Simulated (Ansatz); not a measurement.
# SnH3O (SMILES [OH][SnH2]): levels of theory compared

We compute a comparison of 5 runs (U-r2SCAN/STO-3G, U-r2SCAN0/STO-3G, U-wB97X/STO-3G, UHSE06/STO-3G, UCCSDT/STO-3G) of SnH3O. 

The calculation is run with Ansatz 0.2.0.

58 further runs of the same task are left out: 7 that didn't finish, 51 set aside as unsound or not needed.

## (1) The system as given

SnH3O has 5 atoms, charge 0, and is taken as a doublet. SMILES: `[OH][SnH2]`. The H5–Sn2 distance was set to 2.153 Å, away from the relaxed value.

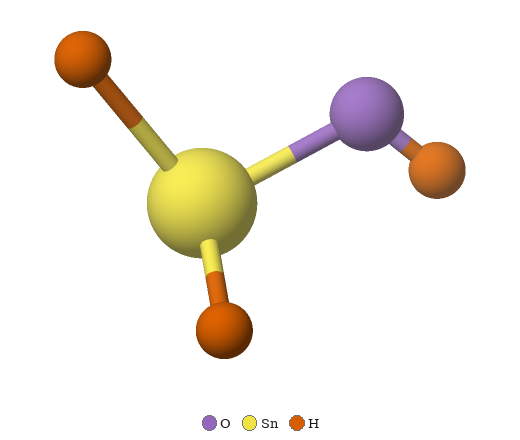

Viewed from a chosen angle; oxygen purple, tin yellow, hydrogen orange.

## (2) The energy at U-r2SCAN/STO-3G (run 1)

in.yaml reads:

```yaml
crystal:
  periodic: [false, false, false]
  atoms:
    - {symbol: O, position_ang: [0.614456, -1.135773, 0.741758]}
    - {symbol: Sn, position_ang: [0.011556, -0.094073, -0.825642]}
    - {symbol: H, position_ang: [0.275656, -2.034173, 0.753058]}
    - {symbol: H, position_ang: [-1.699744, -0.341573, -0.966042]}
    - {symbol: H, position_ang: [0.476300, 1.920400, -0.224900]}
basis:
  gaussian:
    orbitals: STO-3G
magnetization:
  spin_polarized: true
  initial_magnetization: 1
hamiltonian:
  xc: {name: r2SCAN}
accuracy: high
```

Launch:

```bash
$ ansatz run in.yaml --threads 1 --pin off --max-ram 2610MiB --events-out events.jsonl --progress --plain --runs-dir runs
```

Output:

```text
Warning: RAYON_NUM_THREADS=1 ignored (pool sized by the plan → 1); use --threads N
Functional definition: r2SCAN
  name "r2SCAN"
  parameter k0 = 0.174
  parameter k1 = 0.065
  parameter a1 = 4.9479
  exchange = r2scan_x(k0 = k0, k1 = k1, a1 = a1)
  correlation = r2scan_c
640 factors; integrals over basis functions are off by at most 4.8e-9 eV
mean field evaluation 1: about -164391.9689 eV, gradient 1.4e1 eV
mean field evaluation 2: about -164380.5747 eV, gradient 4.2e1 eV
mean field evaluation 4: about -164393.6601 eV, gradient 1.4e0 eV
mean field evaluation 8: about -164393.6237 eV, gradient 4.6e-2 eV
mean field evaluation 16: about -164393.6238 eV, gradient 5.9e-6 eV
mean field -164393.62377001 eV, -6041.3542435474 hartree, gradient 6.4e-8 eV, S^2 0.751993; 0 other end points of the search recorded, 0 dependent functions left out
reference -164393.62377095 eV, -6041.3542435819 hartree; 31, 30 occupied and 4, 5 virtual orbitals, 640 factors
Total energy: -164393.62377095 eV, -6041.3542435819 hartree
```

It took 8.4 s on 1 thread of Arm Neoverse V2, shared host; peak memory 0.25 GiB.

## (3) The energy at U-r2SCAN0/STO-3G (run 2)

molecule.yaml reads:

```yaml
crystal:
  periodic: [false, false, false]
  atoms:
    - symbol: O
      position_ang: [0.614456, -1.135773, 0.741758]
    - symbol: Sn
      position_ang: [0.011556, -0.094073, -0.825642]
    - symbol: H
      position_ang: [0.275656, -2.034173, 0.753058]
    - symbol: H
      position_ang: [-1.699744, -0.341573, -0.966042]
    - symbol: H
      position_ang: [0.476300, 1.920400, -0.224900]
basis:
  gaussian:
    orbitals: STO-3G
hamiltonian:
  xc: {name: r2SCAN0}
accuracy: high
magnetization:
  spin_polarized: true
  initial_magnetization: 1
```

Launch:

```bash
$ ansatz run molecule.yaml --threads 1 --pin off --max-ram 2610MiB --events-out events.jsonl --progress --plain --runs-dir runs
```

Output:

```text
Warning: RAYON_NUM_THREADS=1 ignored (pool sized by the plan → 1); use --threads N
Functional definition: r2SCAN0
  name "r2SCAN0"
  parameter a = 0.25
[... 3 set-up lines as earlier in the session ...]
  exchange = (1 - a)*r2scan_x(k0 = k0, k1 = k1, a1 = a1) + a*exact_x
[... 1 set-up line as earlier in the session ...]
640 factors; integrals over basis functions are off by at most 4.8e-9 eV
mean field evaluation 1: about -164394.6640 eV, gradient 1.4e1 eV
mean field evaluation 2: about -164391.1700 eV, gradient 2.8e1 eV
mean field evaluation 4: about -164396.3099 eV, gradient 7.0e-1 eV
mean field evaluation 8: about -164396.2858 eV, gradient 1.5e-2 eV
mean field evaluation 16: about -164396.2858 eV, gradient 6.3e-5 eV
mean field -164396.28584985 eV, -6041.4520731772 hartree, gradient 3.3e-8 eV, S^2 0.754684; 0 other end points of the search recorded, 0 dependent functions left out
reference -164396.28585057 eV, -6041.4520732037 hartree; 31, 30 occupied and 4, 5 virtual orbitals, 640 factors
Total energy: -164396.28585057 eV, -6041.4520732037 hartree
```

Wall time 8.1 s (1 thread of Arm Neoverse V2, shared host); peak memory 0.28 GiB.

Runs 3 to 4 aren't shown in full; the table further down has their settings and results.

## (4) The energy at UCCSDT/STO-3G (run 5)

in.yaml: that of step 2 with these lines changed.

```diff
@@ -11,2 +11,8 @@
     orbitals: STO-3G
+correlation:
+  method: ccsdt
+  frozen_orbitals: {H: 0, O: 1, Sn: 18}
+scf:
+  omitted_lower_state_checks: [cluster_reference, increment]
+accuracy: high
 magnetization:
@@ -14,4 +20 @@
   initial_magnetization: 1
-hamiltonian:
-  xc: {name: r2SCAN}
-accuracy: high
```

Launch:

```bash
$ ansatz run in.yaml --threads 1 --pin off --max-ram 2610MiB --events-out events.jsonl --progress --plain --runs-dir runs
```

Output:

```text
Warning: RAYON_NUM_THREADS=1 ignored (pool sized by the plan → 1); use --threads N
[... 12 lines left out ...]
19 core orbitals not correlated: weight in the atoms' cores, before any rotation towards them, 1.000 or more for the frozen orbitals, at most 0.000 for the correlated occupied ones
[... 33 lines left out ...]
Total energy: -164326.49019791 eV, -6038.8871302775 hartree
Checks for a lower state left out: cluster_reference, increment
```

Run time: 2.2 s. Hardware: 1 thread of Arm Neoverse V2, shared host; peak memory 0.12 GiB.

## (5) The series

```csv
run,level,frozen core orbitals,energy (Eh),⟨S²⟩,wall time
1,U-r2SCAN/STO-3G,–,-6041.354244,0.752,8.4 s
2,U-r2SCAN0/STO-3G,–,-6041.452073,0.755,8.1 s
3,U-wB97X/STO-3G,–,-6041.332584,0.754,14 s
4,UHSE06/STO-3G,–,-6040.858814,0.753,3.6 s
5,UCCSDT/STO-3G,19,-6038.887130,0.773,2.2 s
```

## (6) Summary of results

| quantity | value |
| --- | --- |
| run 5: total energy | -6038.88713 Eh |
| run 5: correlation energy (19 core orbitals frozen) | -110.3 mEh |
| run 5: ⟨S²⟩ of the reference determinant | 0.773 |
| run 5: T1 diagnostic | 0.021 |

In words: Totals of different functionals can't be ranked against each other. In runs 1, 2, 3, 4, 5 the basis is minimal, so the values are rough. In runs 1, 2, 3, 4, 5 relativity is left out where basis or elements ask for it. All runs together took 36 s, the longest 14 s.
